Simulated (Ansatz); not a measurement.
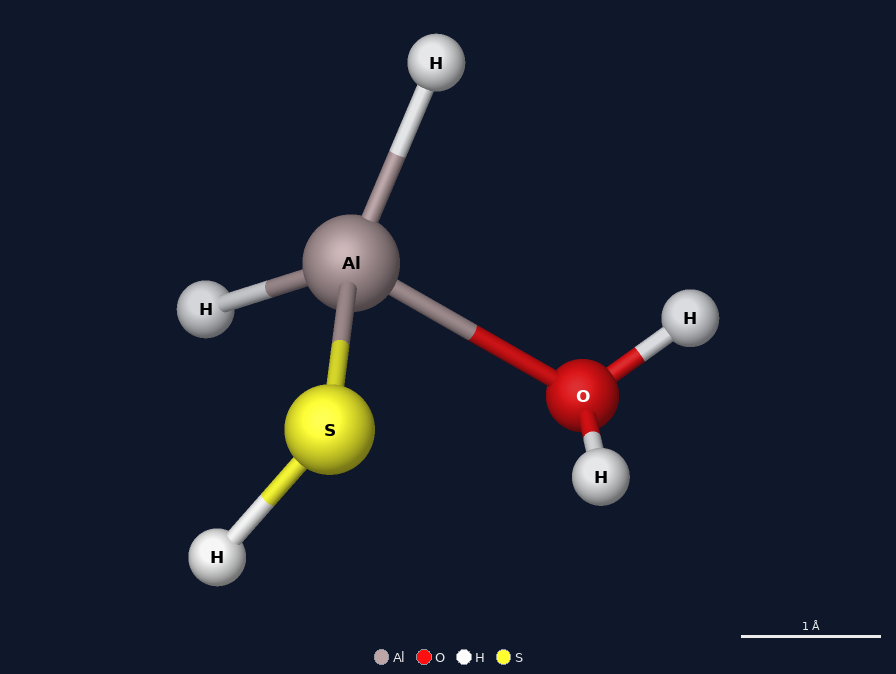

The geometry was computed by an optimisation with PBE0-D4/def2-TZVP.

**Count the atoms of each element.**

AlH5OS, 8 atoms: 1 aluminium, 5 hydrogen, 1 oxygen and 1 sulfur.

**How many atoms are distinct by symmetry?**

8: 1 Al, 1 O, 1 H, 1 H, 1 H, 1 S, 1 H, 1 H.

**Which point group does it belong to?**

C1.

The parts below concern this one geometry. Atoms keep their numbers from picture to picture.

## Geometry

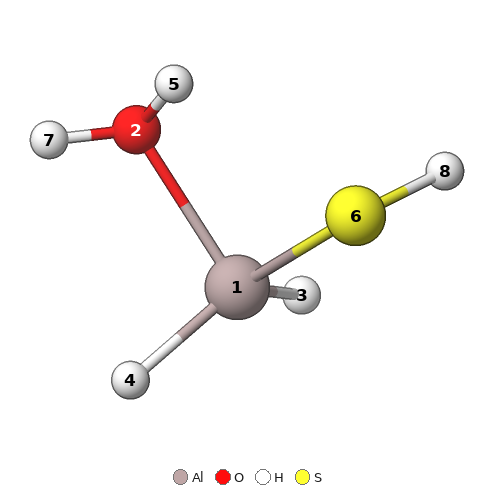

**Describe the coordination of atom 6.**

S6 has 2 neighbours (Al1 at 2.25, H8 at 1.34 Å); the arrangement is bent.

**What is the geometry at O2?**

O2 has 3 neighbours (Al1 at 2.01, H5 at 0.97, H7 at 0.96 Å); the arrangement is trigonal pyramidal.

## Electronic properties

Method: RKS PBE0-D4/def2-SVP (Ansatz 0.2.0).

**Estimate the dispersion correction.**

−11.1 kJ/mol.

## Vibrations

Harmonic vibrations computed with RKS PBE0-D4/def2-TZVP (Ansatz 0.2.0) at a stationary point of the same level.

**List the wavenumbers.**

18 modes: 143, 197, 301, 378, 396, 435, 449, 585, 609, 668, 736, 774, 1605, 1900, 1929, 2715, 3672, 3859 cm⁻¹.

## Dipole moment

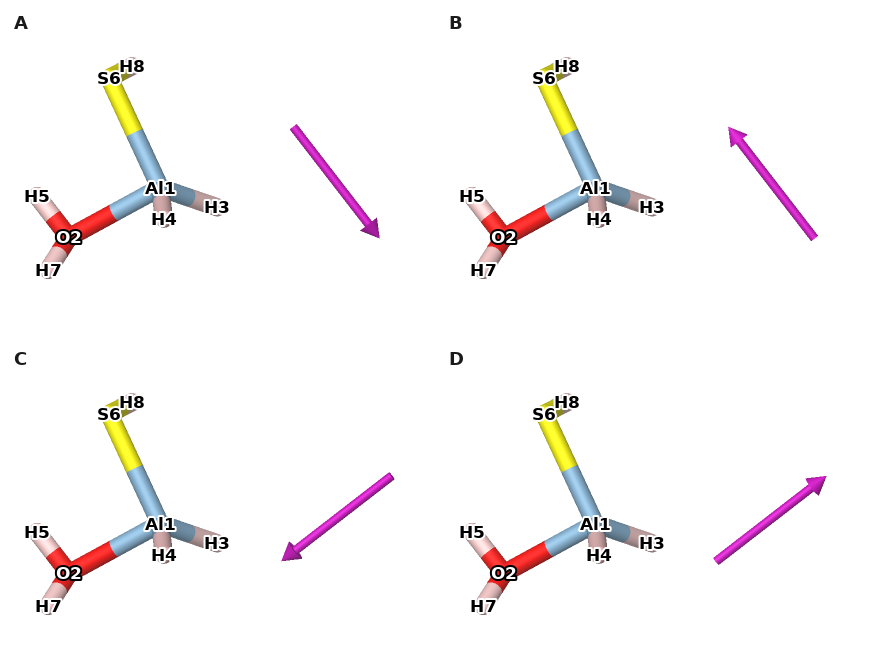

The same molecule four times, each with an arrow. Method: RKS PBE0-D4/def2-TZVP (Ansatz 0.2.0).

**Which arrow points along the dipole moment, from the negative to the positive end?**

C. The dipole moment is 3.91 D; it points from the side of H8 to the side of H7 (the outermost atoms at the two ends).
